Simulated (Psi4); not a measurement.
Reaction (SMILES): N (NH3) → [NH2-] + H+
B3LYP-D3(BJ)/def2-TZVP geometries, fixed; electronic energies without zero-point terms.

Basis-set convergence of the deprotonation energy at HF with Psi4. Cartesian d functions, on some or all atoms, in 6-31G**; all else is spherical. Density fitting with the program's default auxiliary sets. Psi4's default fitting sets serve the pcseg sets less well. No added dispersion term, no relativity. Functions are those of the species that has most. Reference: the value in aug-cc-pVQZ, 422.06 kcal/mol, itself unsure by roughly 1.50 kcal/mol (its distance from def2-QZVPPD). Deviations are taken from unrounded values.

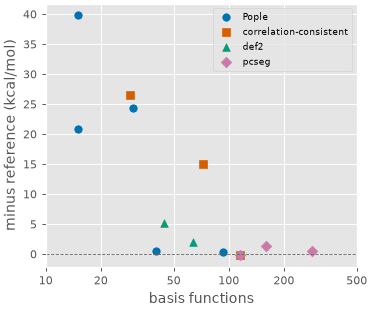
*Deviation from the reference against the number of basis functions, by family of sets.*

```
basis              functions  deprotonation energy (kcal/mol)  minus reference (kcal/mol)
-----------------  ---------  -------------------------------  --------------------------
3-21G                     15                           461.83                       39.77
6-31G                     15                           442.88                       20.81
cc-pVDZ                   29                           448.59                       26.52
6-31G**                   30                           446.35                       24.29
6-311+G**                 40                           422.62                        0.55
def2-SVPD                 44                           427.28                        5.21
def2-TZVPD                64                           424.08                        2.01
cc-pVTZ                   72                           437.12                       15.06
6-311++G(3df,3pd)         93                           422.42                        0.36
aug-cc-pVTZ              115                           421.89                       -0.17
aug-pcseg-2              115                           421.96                       -0.10
pcseg-3                  159                           423.32                        1.25
pcseg-4                  284                           422.51                        0.45
```
